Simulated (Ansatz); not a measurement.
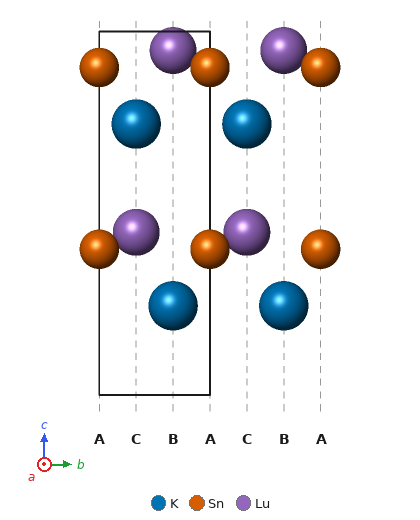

The picture looks along a close-packed row of the hexagonal mesh; c points upwards. The dashed lines mark the three columns A (0, 0), B (1/3, 2/3) and C (2/3, 1/3). The sequence starts with the first layer at or above the cell's origin.

System KLuSn; source of the atomic positions: the end point of a relaxation with DFT, PAW plane waves, r2scan (Ansatz 0.2.0); the starting structure was generated, so it need not be a known form of this composition.

List the layers of one repeat.

K(B) – Sn(A) – Lu(C) – K(C) – Sn(A) – Lu(B) (six layers in 14.13 Å).
